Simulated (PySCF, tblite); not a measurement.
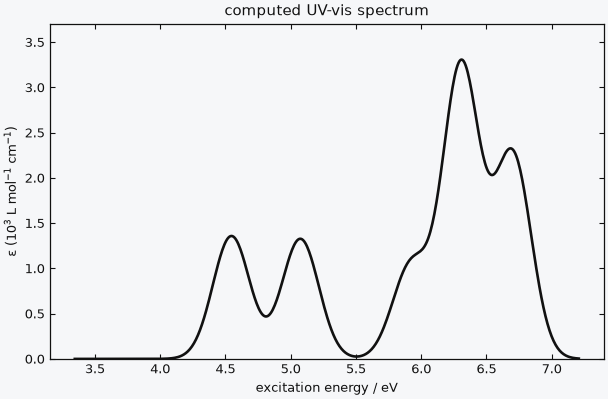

Vertical TDDFT excitations, B3LYP/def2-SVPD in PySCF, at a GFN2-xTB geometry (a minimum by its frequencies), gas phase. Only the first 8 singlet excitations are included; each is broadened by a Gaussian of 1/e half-width 0.20 eV.

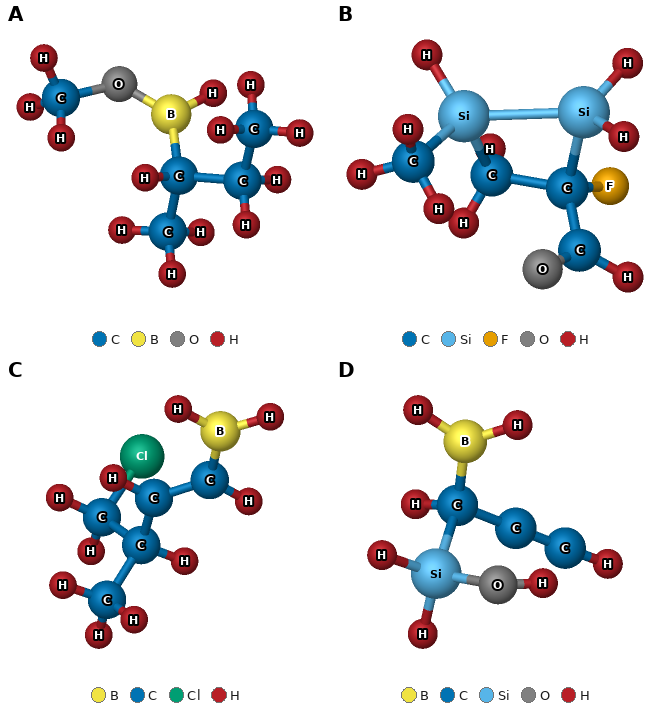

### Whose absorption spectrum is this? The candidates are drawn in the second picture.

Structure D, C₃H₇BOSi, SMILES B[C@@H](C#C)[SiH2]O. Its lowest singlet lies at 4.55 eV (f = 0.017) and the brightest of those computed is S4 at 6.30 eV (197 nm), f = 0.029, mixed, the largest part being HOMO → LUMO+1 (30 %) (S5 and S6 lie within 0.06 eV, too close to order).

Caveats: the tight-binding geometry is rougher than a DFT one and adds to the error; one conformer of a flexible molecule; core orbitals are frozen in the response.
